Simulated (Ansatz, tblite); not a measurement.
# ZrHF3: removing and adding an electron

What does removing or adding an electron cost or gain for ZrHF3? Each charged state is run at several levels.

Program: Ansatz 0.2.0, Gaussian basis. Level of theory: as each input shows. These are calculated values, not measurements.

Levels to be run: charge +1 doublet, at the geometry of the singlet (PBE0-D4/def2-TZVP, PBE-D4/def2-TZVP, r2SCAN-D4/def2-TZVP, CCSD(T)/def2-TZVPP); charge -1 doublet, at the geometry of the singlet (PBE0-D4/def2-TZVPD, PBE-D4/def2-TZVPD, r2SCAN-D4/def2-TZVPD); the starting singlet's energies come from earlier runs.

2 further runs of the same task are left out: 2 set aside as unsound or not needed.

## 1. The geometry

The geometry is that of the singlet, from an earlier relaxation (PBE0-D4/def2-TZVP).

5 atoms, charge 0, spin multiplicity 1.

Atoms are counted from 1 here; the program's logs count them from 0.

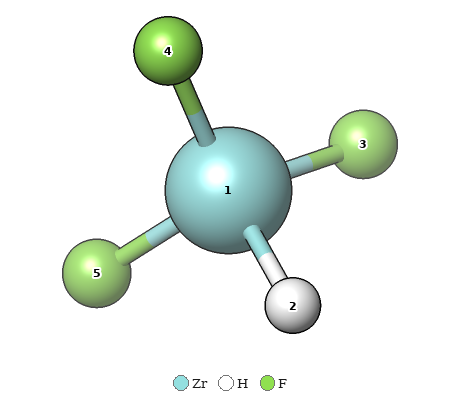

The geometry (zirconium light teal, hydrogen white, fluorine green); atoms are numbered from 1 in the order of the file.

As a file:

```
Zr   -0.0002    0.0004   -0.0399
H     0.0104   -0.0174    1.8054
F     1.8047    0.0102   -0.5989
F    -0.9112    1.5692   -0.5682
F    -0.9036   -1.5623   -0.5983
```

Formally the metal is d0. Zr takes a core potential in the def2 sets. No spin-orbit coupling is included.

## 2. Charge +1 doublet at the fixed geometry, first pass, PBE0-D4/def2-SVP

File in.yaml:

```yaml
crystal:
  periodic: [false, false, false]
  atoms:
    - {symbol: Zr, position_ang: [-0.000207, 0.000407, -0.039916]}
    - {symbol: H, position_ang: [0.010362, -0.017434, 1.805408]}
    - {symbol: F, position_ang: [1.804670, 0.010163, -0.598907]}
    - {symbol: F, position_ang: [-0.911205, 1.569198, -0.568235]}
    - {symbol: F, position_ang: [-0.903620, -1.562333, -0.598340]}
basis:
  gaussian: {orbitals: def2-SVP}
total_charge: 1
magnetization: {spin_polarized: true, initial_magnetization: 1}
hamiltonian: {xc: pbe0, dispersion: d4}
output: {orbitals: {seedname: orbitals}}
```

Started as:

```bash
$ ansatz run in.yaml --threads 2 --pin off --events-out ev --progress --plain --max-ram 4352MiB
```

What it wrote:

```text
Functional definition: PBE0
  name "PBE0"
  cite "Adamo & Barone, J. Chem. Phys. 110, 6158 (1999) doi:10.1063/1.478522"
  cite "Perdew, Burke & Ernzerhof, Phys. Rev. Lett. 77, 3865 (1996) doi:10.1103/PhysRevLett.77.3865"
  parent pbe
  parameter a = 0.25
  parameter kappa = 0.804
  parameter beta = 0.06672455060314922
  exchange = (1 - a)*pbe_x(kappa = kappa, mu = beta*pi^2/3) + a*exact_x
  correlation = pbe_c(beta = beta)
761 factors; integrals over basis functions are off by at most 1.1e-3 eV
mean field evaluation 1: about -9408.8104 eV, gradient 7.4e1 eV
mean field evaluation 2: about -9167.9448 eV, gradient 2.6e2 eV
mean field evaluation 4: about -9427.3911 eV, gradient 5.1e0 eV
mean field evaluation 8: about -9427.5937 eV, gradient 2.0e-1 eV
mean field evaluation 16: about -9427.5939 eV, gradient 1.1e-4 eV
mean field -9427.59392414 eV, -346.4576864593 hartree, gradient 2.8e-5 eV, S^2 0.750615; 0 other end points of the search recorded, 0 dependent functions left out
reference -9427.59399050 eV, -346.4576888983 hartree; 20, 19 occupied and 58, 59 virtual orbitals, 761 factors
Total energy: -9427.64652601 eV, -346.4596195425 hartree
```

Wall time 2.8 s (2 threads of Intel Xeon Platinum 8259CL at 2.50GHz, shared host).

From the report: HOMO -17.87 eV, LUMO -13.19 eV (over both spins); ⟨S²⟩ 0.751 (pure: 0.75).

## 3. Charge +1 doublet at the fixed geometry, PBE0-D4/def2-TZVP

start.molden holds the orbitals of an earlier run on this state, given as this run's starting guess.

in.yaml: that of step 2 with these lines changed.

```diff
@@ -9,3 +9,3 @@
 basis:
-  gaussian: {orbitals: def2-SVP}
+  gaussian: {orbitals: def2-TZVP, initial_orbitals: start.molden}
 total_charge: 1
@@ -13,2 +13,3 @@
 hamiltonian: {xc: pbe0, dispersion: d4}
+scf: {omitted_lower_state_checks: [starts]}
 output: {orbitals: {seedname: orbitals}}
```

The command is unchanged.

What it wrote:

```text
Functional definition: PBE0
  name "PBE0"
  cite "Adamo & Barone, J. Chem. Phys. 110, 6158 (1999) doi:10.1063/1.478522"
  cite "Perdew, Burke & Ernzerhof, Phys. Rev. Lett. 77, 3865 (1996) doi:10.1103/PhysRevLett.77.3865"
  parent pbe
  parameter a = 0.25
  parameter kappa = 0.804
  parameter beta = 0.06672455060314922
  exchange = (1 - a)*pbe_x(kappa = kappa, mu = beta*pi^2/3) + a*exact_x
  correlation = pbe_c(beta = beta)
these checks for a lower state are left out or cut short: starts
911 factors; their error is unknown
mean field evaluation 1: about -9434.1896 eV, gradient 1.4e2 eV
mean field evaluation 2: about -9437.7410 eV, gradient 3.2e0 eV
mean field evaluation 4: about -9437.8357 eV, gradient 1.0e-1 eV
mean field evaluation 8: about -9437.8357 eV, gradient 9.2e-6 eV
mean field -9437.83572444 eV, -346.8340656784 hartree, gradient 9.2e-6 eV, S^2 0.750619; 0 other end points of the search recorded, 0 dependent functions left out
reference -9437.83577271 eV, -346.8340674523 hartree; 20, 19 occupied and 119, 120 virtual orbitals, 911 factors
Total energy: -9437.88830822 eV, -346.8359980966 hartree
Checks for a lower state left out: starts
```

Run time: 4 s. Hardware: 2 threads of Intel Xeon Platinum 8259CL at 2.50GHz, shared host.

HOMO -17.88 eV, LUMO -13.16 eV (over both spins); ⟨S²⟩ 0.751 (pure: 0.75).

## 4. Charge +1 doublet at the fixed geometry, PBE-D4/def2-TZVP

in.yaml: that of step 3 with these lines changed.

```diff
@@ -12,3 +12,3 @@
 magnetization: {spin_polarized: true, initial_magnetization: 1}
-hamiltonian: {xc: pbe0, dispersion: d4}
+hamiltonian: {xc: pbe, dispersion: d4}
 scf: {omitted_lower_state_checks: [starts]}
```

The command is unchanged.

What it wrote:

```text
Functional definition: PBE
  name "PBE"
  cite "Perdew, Burke & Ernzerhof, Phys. Rev. Lett. 77, 3865 (1996) doi:10.1103/PhysRevLett.77.3865"
  parent pbe
  parameter kappa = 0.804
  parameter beta = 0.06672455060314922
  exchange = pbe_x(kappa = kappa, mu = beta*pi^2/3)
  correlation = pbe_c(beta = beta)
these checks for a lower state are left out or cut short: starts
833 factors; their error is unknown
mean field evaluation 1: about -9438.8921 eV, gradient 7.2e0 eV
mean field evaluation 2: about -9439.0690 eV, gradient 2.0e-1 eV
mean field evaluation 4: about -9439.0664 eV, gradient 6.7e-3 eV
mean field -9439.06641362 eV, -346.8792926715 hartree, gradient 3.9e-5 eV, S^2 0.751074; 0 other end points of the search recorded, 0 dependent functions left out
reference -9439.06648219 eV, -346.8792951915 hartree; 20, 19 occupied and 119, 120 virtual orbitals, 833 factors
Total energy: -9439.12871666 eV, -346.8815822660 hartree
Checks for a lower state left out: starts
```

Run time: 3.6 s. Hardware: 2 threads of Intel Xeon Platinum 8259CL at 2.50GHz, shared host.

Report: HOMO -15.92 eV, LUMO -14.04 eV (over both spins); ⟨S²⟩ 0.751 (pure: 0.75).

## 5. Charge +1 doublet at the fixed geometry, r2SCAN-D4/def2-TZVP

in.yaml: that of step 4 with these lines changed.

```diff
@@ -12,3 +12,3 @@
 magnetization: {spin_polarized: true, initial_magnetization: 1}
-hamiltonian: {xc: pbe, dispersion: d4}
+hamiltonian: {xc: r2scan, dispersion: d4}
 scf: {omitted_lower_state_checks: [starts]}
```

Launched as before.

What it wrote:

```text
Functional definition: r2SCAN
  name "r2SCAN"
  cite "Furness, Kaplan, Ning, Perdew & Sun, J. Phys. Chem. Lett. 11, 8208 (2020) doi:10.1021/acs.jpclett.0c02405"
  cite "Furness, Kaplan, Ning, Perdew & Sun, J. Phys. Chem. Lett. 11, 9248 (2020) doi:10.1021/acs.jpclett.0c03077"
  parent r2scan
  parameter k0 = 0.174
  parameter k1 = 0.065
  parameter a1 = 4.9479
  exchange = r2scan_x(k0 = k0, k1 = k1, a1 = a1)
  correlation = r2scan_c
these checks for a lower state are left out or cut short: starts
833 factors; their error is unknown
mean field evaluation 1: about -9443.5698 eV, gradient 3.5e0 eV
mean field evaluation 2: about -9443.6196 eV, gradient 8.5e-2 eV
mean field evaluation 4: about -9443.6178 eV, gradient 2.5e-3 eV
mean field -9443.61776732 eV, -347.0465518351 hartree, gradient 2.4e-5 eV, S^2 0.750884; 0 other end points of the search recorded, 0 dependent functions left out
reference -9443.61779138 eV, -347.0465527192 hartree; 20, 19 occupied and 119, 120 virtual orbitals, 833 factors
Total energy: -9443.63193246 eV, -347.0470723943 hartree
Checks for a lower state left out: starts
```

Wall time 7.5 s (2 threads of Intel Xeon Platinum 8259CL at 2.50GHz, shared host).

HOMO -16.38 eV, LUMO -14.21 eV (over both spins); ⟨S²⟩ 0.751 (pure: 0.75).

## 6. Charge +1 doublet at the fixed geometry, CCSD(T)/def2-TZVPP

in.yaml: that of step 5 with these lines changed.

```diff
@@ -9,7 +9,7 @@
 basis:
-  gaussian: {orbitals: def2-TZVP, initial_orbitals: start.molden}
+  gaussian: {orbitals: def2-TZVPP, initial_orbitals: start.molden}
 total_charge: 1
 magnetization: {spin_polarized: true, initial_magnetization: 1}
-hamiltonian: {xc: r2scan, dispersion: d4}
-scf: {omitted_lower_state_checks: [starts]}
+correlation: {method: ccsd_t}
+scf: {omitted_lower_state_checks: [starts, cluster_reference]}
 output: {orbitals: {seedname: orbitals}}
```

Launched as before.

What it wrote:

```text
Functional definition: HF
  name "HF"
  cite "Fock, Z. Phys. 61, 126 (1930) doi:10.1007/BF01340294"
  parent pbe
  exchange = exact_x
  correlation = 0
these checks for a lower state are left out or cut short: starts, cluster_reference
1073 factors; integrals over basis functions are off by at most 1.1e-3 eV
mean field evaluation 1: about -9397.6694 eV, gradient 2.1e1 eV
mean field evaluation 2: about -9399.1464 eV, gradient 1.9e0 eV
mean field evaluation 4: about -9399.1950 eV, gradient 2.0e-1 eV
mean field evaluation 8: about -9399.1952 eV, gradient 1.9e-5 eV
mean field -9399.19519525 eV, -345.4140524221 hartree, gradient 2.8e-6 eV, S^2 0.750526; 0 other end points of the search recorded, 0 dependent functions left out
3 core orbitals not correlated: weight in the atoms' cores, before any rotation towards them, 1.000 or more for the frozen orbitals, at most 0.000 for the correlated occupied ones
reference -9399.19519525 eV, -345.4140524221 hartree; 17, 16 occupied and 143, 144 virtual orbitals, 1073 factors
second order -29.44849957 eV of doubles, -0.00000000 eV of singles
cycle   1  -28.08389282 eV  change     1.4e0 eV  update   2.0e-1
cycle   2  -28.93822629 eV  change   -8.5e-1 eV  update   1.0e-1
cycle   3  -29.13531025 eV  change   -2.0e-1 eV  update   3.5e-2
cycle   4  -29.13669745 eV  change   -1.4e-3 eV  update   1.3e-2
cycle   5  -29.12154291 eV  change    1.5e-2 eV  update   4.9e-3
cycle   6  -29.11970835 eV  change    1.8e-3 eV  update   2.4e-3
cycle   7  -29.12132616 eV  change   -1.6e-3 eV  update   1.6e-3
cycle   8  -29.12168472 eV  change   -3.6e-4 eV  update   7.9e-4
cycle   9  -29.12174592 eV  change   -6.1e-5 eV  update   4.3e-4
cycle  10  -29.12208839 eV  change   -3.4e-4 eV  update   1.7e-4
cycle  11  -29.12176879 eV  change    3.2e-4 eV  update   1.0e-4
cycle  12  -29.12175726 eV  change    1.2e-5 eV  update   3.4e-5
perturbative correction -1.13403308 eV, -0.0416749470 hartree
Total energy: -9429.45098559 eV, -346.5259322090 hartree
Checks for a lower state left out: starts, cluster_reference
```

Run time: 6.7 min. Hardware: 2 threads of Intel Xeon Platinum 8259CL at 2.50GHz, shared host; peak memory 2.4 GiB.

Report: Hartree-Fock HOMO -23.00 eV, LUMO -9.73 eV (over both spins); ⟨S²⟩ 0.751 (pure: 0.75); T1 0.022.

## 7. Vertical ionisation energy

Charged state less starting state, singlet to doublet; the starting state's energies are those of its earlier runs.

Differences are taken before rounding.

| method | vertical ionisation energy (eV) | from CCSD(T)/def2-TZVPP (eV) | time |
| --- | --- | --- | --- |
| HF/def2-TZVPP | 10.93 | -0.70 |  |
| PBE-D4/def2-TZVP | 11.36 | -0.28 | 5.6 s |
| r2SCAN-D4/def2-TZVP | 11.45 | -0.19 | 12 s |
| PBE0-D4/def2-TZVP | 11.59 | -0.05 | 6.4 s |
| MP2/def2-TZVPP | 11.44 | -0.19 |  |
| CCSD/def2-TZVPP | 11.74 | +0.10 |  |
| CCSD(T)/def2-TZVPP | 11.64 | 0 | 7.6 min |

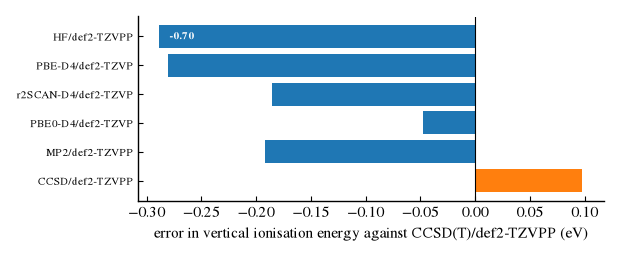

Error of each method against CCSD(T)/def2-TZVPP. Bars with a number in them are cut short.

Times add the two runs; a level without a time comes out of a correlated run.

Beside −ε(HOMO) of the starting state:

| level | −ε(HOMO) (eV) | by difference (eV) | mismatch (eV) |
| --- | --- | --- | --- |
| PBE-D4/def2-TZVP | 7.64 | 11.36 | -3.72 |
| r2SCAN-D4/def2-TZVP | 8.00 | 11.45 | -3.45 |
| PBE0-D4/def2-TZVP | 9.06 | 11.59 | -2.53 |

## 8. Charge -1 doublet at the fixed geometry, first pass, PBE0-D4/def2-SVP

in.yaml: that of step 6 with these lines changed.

```diff
@@ -9,7 +9,6 @@
 basis:
-  gaussian: {orbitals: def2-TZVPP, initial_orbitals: start.molden}
-total_charge: 1
+  gaussian: {orbitals: def2-SVP}
+total_charge: -1
 magnetization: {spin_polarized: true, initial_magnetization: 1}
-correlation: {method: ccsd_t}
-scf: {omitted_lower_state_checks: [starts, cluster_reference]}
+hamiltonian: {xc: pbe0, dispersion: d4}
 output: {orbitals: {seedname: orbitals}}
```

Same command.

What it wrote:

```text
Functional definition: PBE0
  name "PBE0"
  cite "Adamo & Barone, J. Chem. Phys. 110, 6158 (1999) doi:10.1063/1.478522"
  cite "Perdew, Burke & Ernzerhof, Phys. Rev. Lett. 77, 3865 (1996) doi:10.1103/PhysRevLett.77.3865"
  parent pbe
  parameter a = 0.25
  parameter kappa = 0.804
  parameter beta = 0.06672455060314922
  exchange = (1 - a)*pbe_x(kappa = kappa, mu = beta*pi^2/3) + a*exact_x
  correlation = pbe_c(beta = beta)
761 factors; integrals over basis functions are off by at most 1.1e-3 eV
mean field evaluation 1: about -9437.7257 eV, gradient 1.1e1 eV
mean field evaluation 2: about -9437.8288 eV, gradient 1.1e1 eV
mean field evaluation 4: about -9438.5208 eV, gradient 1.3e0 eV
mean field evaluation 8: about -9438.6231 eV, gradient 1.1e-1 eV
mean field evaluation 16: about -9438.6234 eV, gradient 9.1e-4 eV
mean field evaluation 32: about -9438.6234 eV, gradient 1.5e-5 eV
mean field evaluation 64: about -9438.6233 eV, gradient 3.7e-2 eV
mean field evaluation 96: about -9438.6223 eV, gradient 1.6e-1 eV
mean field -9438.62338054 eV, -346.8630115063 hartree, gradient 8.1e-6 eV, S^2 0.752259; 8 other end points of the search recorded, 0 dependent functions left out
reference -9438.62342047 eV, -346.8630129735 hartree; 21, 20 occupied and 57, 58 virtual orbitals, 761 factors
Total energy: -9438.70422489 eV, -346.8659824813 hartree
```

Wall time 59 s (2 threads of Intel Xeon Platinum 8259CL at 2.50GHz, shared host).

HOMO 2.56 eV, LUMO 3.99 eV (over both spins); ⟨S²⟩ 0.752 (pure: 0.75). Doubts: highest occupied level lies above zero.

## 9. Charge -1 doublet at the fixed geometry, PBE0-D4/def2-TZVPD

in.yaml: that of step 8 with these lines changed.

```diff
@@ -9,3 +9,3 @@
 basis:
-  gaussian: {orbitals: def2-SVP}
+  gaussian: {orbitals: def2-TZVPD, initial_orbitals: start.molden}
 total_charge: -1
@@ -13,2 +13,3 @@
 hamiltonian: {xc: pbe0, dispersion: d4}
+scf: {omitted_lower_state_checks: [starts]}
 output: {orbitals: {seedname: orbitals}}
```

The command is unchanged.

What it wrote:

```text
Functional definition: PBE0
  name "PBE0"
  cite "Adamo & Barone, J. Chem. Phys. 110, 6158 (1999) doi:10.1063/1.478522"
  cite "Perdew, Burke & Ernzerhof, Phys. Rev. Lett. 77, 3865 (1996) doi:10.1103/PhysRevLett.77.3865"
  parent pbe
  parameter a = 0.25
  parameter kappa = 0.804
  parameter beta = 0.06672455060314922
  exchange = (1 - a)*pbe_x(kappa = kappa, mu = beta*pi^2/3) + a*exact_x
  correlation = pbe_c(beta = beta)
these checks for a lower state are left out or cut short: starts
1041 factors; their error is unknown
mean field evaluation 1: about -9445.1092 eV, gradient 1.4e2 eV
mean field evaluation 2: about -9448.9081 eV, gradient 4.6e0 eV
mean field evaluation 4: about -9449.1547 eV, gradient 3.3e-3 eV
mean field evaluation 8: about -9449.2026 eV, gradient 7.8e-5 eV
mean field evaluation 16: about -9449.2026 eV, gradient 3.7e-6 eV
mean field -9449.20255637 eV, -347.2517890471 hartree, gradient 3.7e-6 eV, S^2 0.752740; 0 other end points of the search recorded, 0 dependent functions left out
reference -9449.20260057 eV, -347.2517906713 hartree; 21, 20 occupied and 148, 149 virtual orbitals, 1041 factors
Total energy: -9449.28340499 eV, -347.2547601791 hartree
Checks for a lower state left out: starts
```

Wall time 22 s (2 threads of Intel Xeon Platinum 8259CL at 2.50GHz, shared host); peak memory 0.62 GiB.

Report: HOMO 2.21 eV, LUMO 3.52 eV (over both spins); ⟨S²⟩ 0.753 (pure: 0.75). Doubts: highest occupied level lies above zero.

## 10. Charge -1 doublet at the fixed geometry, PBE-D4/def2-TZVPD

in.yaml: that of step 9 with these lines changed.

```diff
@@ -12,3 +12,3 @@
 magnetization: {spin_polarized: true, initial_magnetization: 1}
-hamiltonian: {xc: pbe0, dispersion: d4}
+hamiltonian: {xc: pbe, dispersion: d4}
 scf: {omitted_lower_state_checks: [starts]}
```

The command is unchanged.

What it wrote:

```text
Functional definition: PBE
  name "PBE"
  cite "Perdew, Burke & Ernzerhof, Phys. Rev. Lett. 77, 3865 (1996) doi:10.1103/PhysRevLett.77.3865"
  parent pbe
  parameter kappa = 0.804
  parameter beta = 0.06672455060314922
  exchange = pbe_x(kappa = kappa, mu = beta*pi^2/3)
  correlation = pbe_c(beta = beta)
these checks for a lower state are left out or cut short: starts
963 factors; their error is unknown
mean field evaluation 1: about -9449.9718 eV, gradient 7.0e0 eV
mean field evaluation 2: about -9450.1499 eV, gradient 2.5e-1 eV
mean field evaluation 4: about -9450.1573 eV, gradient 7.1e-2 eV
mean field evaluation 8: about -9450.1699 eV, gradient 4.4e-1 eV
mean field evaluation 16: about -9450.1711 eV, gradient 6.8e-5 eV
mean field -9450.17114085 eV, -347.2873838701 hartree, gradient 9.7e-6 eV, S^2 0.751429; 0 other end points of the search recorded, 0 dependent functions left out
reference -9450.17119446 eV, -347.2873858405 hartree; 21, 20 occupied and 148, 149 virtual orbitals, 963 factors
Total energy: -9450.26667251 eV, -347.2908945941 hartree
Checks for a lower state left out: starts
```

Run time: 22 s. Hardware: 2 threads of Intel Xeon Platinum 8259CL at 2.50GHz, shared host.

HOMO 2.56 eV, LUMO 2.70 eV (over both spins); ⟨S²⟩ 0.751 (pure: 0.75). Doubts: highest occupied level lies above zero.

## 11. Charge -1 doublet at the fixed geometry, r2SCAN-D4/def2-TZVPD

in.yaml: that of step 10 with these lines changed.

```diff
@@ -12,3 +12,3 @@
 magnetization: {spin_polarized: true, initial_magnetization: 1}
-hamiltonian: {xc: pbe, dispersion: d4}
+hamiltonian: {xc: r2scan, dispersion: d4}
 scf: {omitted_lower_state_checks: [starts]}
```

Launched as before.

What it wrote:

```text
Functional definition: r2SCAN
  name "r2SCAN"
  cite "Furness, Kaplan, Ning, Perdew & Sun, J. Phys. Chem. Lett. 11, 8208 (2020) doi:10.1021/acs.jpclett.0c02405"
  cite "Furness, Kaplan, Ning, Perdew & Sun, J. Phys. Chem. Lett. 11, 9248 (2020) doi:10.1021/acs.jpclett.0c03077"
  parent r2scan
  parameter k0 = 0.174
  parameter k1 = 0.065
  parameter a1 = 4.9479
  exchange = r2scan_x(k0 = k0, k1 = k1, a1 = a1)
  correlation = r2scan_c
these checks for a lower state are left out or cut short: starts
963 factors; their error is unknown
mean field evaluation 1: about -9454.7385 eV, gradient 3.5e0 eV
mean field evaluation 2: about -9454.7900 eV, gradient 1.1e-1 eV
mean field evaluation 4: about -9454.7919 eV, gradient 1.4e-2 eV
mean field evaluation 8: about -9454.7919 eV, gradient 2.2e-5 eV
mean field -9454.79192354 eV, -347.4571945020 hartree, gradient 9.9e-6 eV, S^2 0.755304; 0 other end points of the search recorded, 0 dependent functions left out
reference -9454.79196270 eV, -347.4571959409 hartree; 21, 20 occupied and 148, 149 virtual orbitals, 963 factors
Total energy: -9454.81438384 eV, -347.4580199026 hartree
Checks for a lower state left out: starts
```

Wall time 25 s (2 threads of Intel Xeon Platinum 8259CL at 2.50GHz, shared host).

HOMO 2.75 eV, LUMO 3.28 eV (over both spins); ⟨S²⟩ 0.755 (pure: 0.75). Doubts: highest occupied level lies above zero.

## 12. Vertical electron affinity

Starting state less charged state (positive: the electron is bound), singlet to doublet; the starting state's energies are those of its earlier runs.

| level | vertical electron affinity (eV) | time |
| --- | --- | --- |
| PBE-D4/def2-TZVPD | -0.30 | 24 s |
| r2SCAN-D4/def2-TZVPD | -0.35 | 28 s |
| PBE0-D4/def2-TZVPD | -0.28 | 25 s |

Times add the two runs; a level without a time comes out of a correlated run.

Beside −ε(LUMO) of the starting state:

| level | −ε(LUMO) (eV) | by difference (eV) | mismatch (eV) |
| --- | --- | --- | --- |
| PBE-D4/def2-TZVPD | 2.72 | -0.30 | +3.02 |
| r2SCAN-D4/def2-TZVPD | 2.50 | -0.35 | +2.86 |
| PBE0-D4/def2-TZVPD | 1.80 | -0.28 | +2.08 |

## 13. Outcome

| quantity | value |
| --- | --- |
| vertical ionisation energy, functionals in def2-TZVP | 11.36 (PBE-D4) to 11.59 eV (PBE0-D4) |
| vertical ionisation energy, CCSD(T)/def2-TZVPP | 11.64 eV |
| vertical electron affinity, functionals in def2-TZVPD | -0.35 (r2SCAN-D4) to -0.28 eV (PBE0-D4) |

The vertical ionisation energy spans 11.36 to 11.59 eV over the functionals, beside 11.64 eV from CCSD(T)/def2-TZVPP. −ε(HOMO) misses the level's own difference by -2.53 eV at best (PBE0-D4) and -3.72 eV at worst (PBE-D4). CCSD(T)/def2-TZVPP isn't at the basis-set limit; small misses against it rank nothing. The vertical electron affinity spans -0.35 to -0.28 eV over the functionals. A negative affinity means an unbound electron, held by the basis alone. −ε(LUMO) misses the level's own difference by +2.08 eV at best (PBE0-D4) and +3.02 eV at worst (PBE-D4). The charged states' spins were chosen beforehand and needn't be their lowest.
